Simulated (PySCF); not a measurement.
C3H9NP2Si

The calculation's input:

```
{"job": {"kind": "nmr", "xc": "PBE0", "basis": "pcSseg-1"}, "charge": 0, "multiplicity": 1}
N     -0.421011     1.915658    -2.035625
C     -0.336883     1.828492    -0.897033
C     -0.235310     1.648010     0.516353
P     -0.381033    -0.163426     0.995278
Si    -2.141137    -0.793848    -0.257993
C      0.988847    -0.843170    -0.068869
P      2.609368    -0.273461     0.659898
H     -1.032991     2.194656     1.027974
H      0.735838     2.011477     0.870972
H     -2.434488    -2.157188     0.183915
H     -3.233599     0.115181     0.085193
H     -1.883824    -0.778542    -1.696298
H      0.905737    -0.480858    -1.098179
H      0.925003    -1.933985    -0.062910
H      2.527783    -1.084998     1.788691
H      3.400099    -1.195054    -0.022778
```

Run with:

```sh
OMP_NUM_THREADS=1 python probes_run.py task.json out
```

Geometry: GFN2-xTB.

The calculation used PBE0/pcSseg-1, SCF density, gas phase, non-relativistic (PySCF 2.14.0).

Q: What can the converged electron density and electron localisation function tell about the bonding?

A: C–N (1.15 Å): ρ is about 3.6 e/Å³ halfway; the ELF peaks at about 0.85 between the atoms (a short, multiple covalent bond).
C–C (1.43 Å): ρ at the midpoint is about 1.9 e/Å³; the ELF peaks at about 0.95 between the atoms; localised, covalent bonding.
C–H (1.09 Å): the density is about 2 e/Å³ at the midpoint; the ELF climbs to about 1 towards the hydrogen, as it does in any bond to H; a covalent bond by its length.
P–H (1.39 Å): the density is about 1.1 e/Å³ at the midpoint; the ELF climbs to about 1 towards the hydrogen.

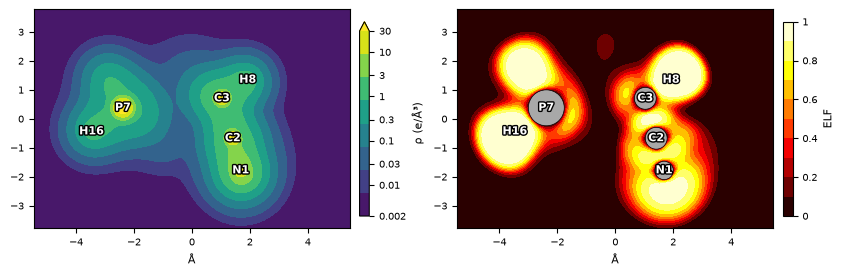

Computed electron density and electron localisation function on the plane of atoms C2, C3 and H8, in this order. Grey discs cover the atomic cores in the ELF map. 
